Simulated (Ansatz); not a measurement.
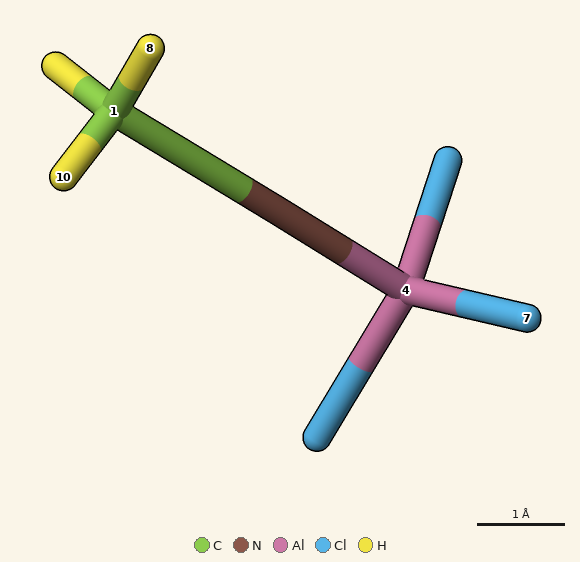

C2H3AlCl3N, before the relaxation. Style: stick. Shown from a free direction.

The start comes from PBE-D4/def2-SVP.

Method: Ansatz, RKS PBE0-D4/def2-TZVP.

Input
```yaml
crystal:
  periodic: [false, false, false]
  atoms:
    - {symbol: C, position_ang: [0.171955, -1.389829, 1.769463]}
    - {symbol: C, position_ang: [0.072021, -0.502912, 0.631225]}
    - {symbol: N, position_ang: [-0.009657, 0.211344, -0.284029]}
    - {symbol: Al, position_ang: [-0.162591, 1.440258, -1.846316]}
    - {symbol: Cl, position_ang: [1.886441, 1.696928, -2.353651]}
    - {symbol: Cl, position_ang: [-1.136769, 3.100661, -0.942380]}
    - {symbol: Cl, position_ang: [-1.331305, 0.253085, -3.168098]}
    - {symbol: H, position_ang: [0.355369, -2.426847, 1.424040]}
    - {symbol: H, position_ang: [1.009180, -1.071364, 2.422200]}
    - {symbol: H, position_ang: [-0.771446, -1.362624, 2.350647]}
basis:
  gaussian: {orbitals: def2-TZVP}
hamiltonian: {xc: pbe0, dispersion: d4}
relax: {f_tol: 0.005, max_steps: 150}
```

Command:
```bash
ansatz run in.yaml --threads 4 --pin off --events-out ev --progress --plain --max-ram 11315MiB
```

Question: Where does the relaxation end?

Answer: Over 23 accepted moves (24 points after the start) the energy falls by 5.86 kJ/mol. The largest force component goes from 2 to 0.00064 eV/Å. The line search rejected the trial step at point 20 of the run. The forces were under the threshold at step 4, but the run went on from there. H9 moves most after the best rigid fit: 0.34 Å. By element the largest moves are H 0.34 Å, Cl 0.17 Å, Al 0.04 Å, N 0.02 Å, C 0.01 Å. Near-neighbour distances that change, for instance: N3–Al4 1.994 → 1.971 Å, C2–N3 1.164 → 1.142 Å, Al4–Cl5 2.126 → 2.107 Å, C1–H10 1.108 → 1.091 Å.

History of the run:

| step | E − E(0), kJ/mol | largest force component, eV/Å | note |
| --- | --- | --- | --- |
| 0 | 0.00 | 1.9858 |  |
| 1 | -5.54 | 0.2515 |  |
| 2 | -5.76 | 0.0512 |  |
| 3 | -5.78 | 0.0172 |  |
| 4 | -5.78 | 0.0044 |  |
| 5 | -5.78 | 0.0091 |  |
| 6 | -5.78 | 0.0053 |  |
| 7 | -5.78 | 0.0025 |  |
| 8 | -5.79 | 0.0138 |  |
| 9 | -5.79 | 0.0132 |  |
| 10 | -5.79 | 0.0225 |  |
| 11 | -5.80 | 0.0290 |  |
| 12 | -5.80 | 0.0329 |  |
| 13 | -5.81 | 0.0351 |  |
| 14 | -5.81 | 0.0344 |  |
| 15 | -5.82 | 0.0438 |  |
| 16 | -5.82 | 0.0414 |  |
| 17 | -5.83 | 0.0267 |  |
| 18 | -5.84 | 0.0071 |  |
| 19 | -5.84 | 0.0117 |  |
| 20 | -5.84 | 0.0574 | rejected |
| 21 | -5.85 | 0.0042 |  |
| 22 | -5.85 | 0.0322 |  |
| 23 | -5.86 | 0.0146 |  |
| 24 | -5.86 | 0.0006 |  |

The structure at the end:

```xyz
10

C     0.1729   -1.3813    1.7572
C     0.0664   -0.4962    0.6278
N    -0.0180    0.2060   -0.2684
Al   -0.1618    1.4179   -1.8165
Cl    1.8683    1.8079   -2.2261
Cl   -1.2691    3.0112   -0.9940
Cl   -1.1748    0.1979   -3.2046
H     0.0201   -2.4105    1.4281
H     1.1646   -1.2848    2.2023
H    -0.5853   -1.1193    2.4972
```

The end point in the same view:

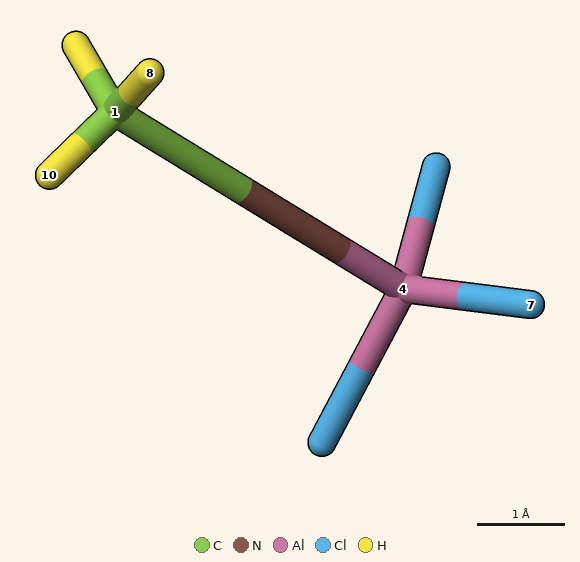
